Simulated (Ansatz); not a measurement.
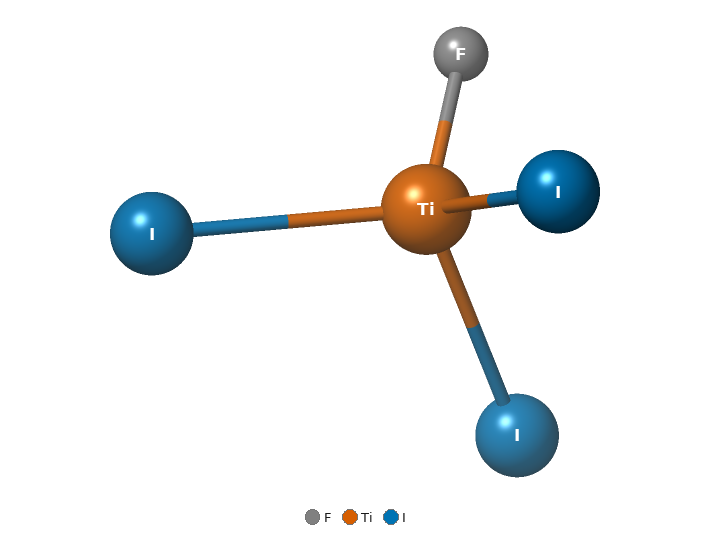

A molecule with one transition-metal atom. The species is neutral and a spin singlet. The geometry was computed by an optimisation with PBE-D4/def2-SVP. No frequency run is at hand to confirm it as a minimum.

Describe the coordination sphere.

Answer. Ti binds 4 atoms: 1 F at 1.73 Å, 3 I at 2.55 Å. The arrangement is tetrahedral.

What are the formal oxidation state of the metal and its number of d electrons?

Answer. Ti(IV), d⁰, counting the ligands as closed-shell ions or neutral donors.
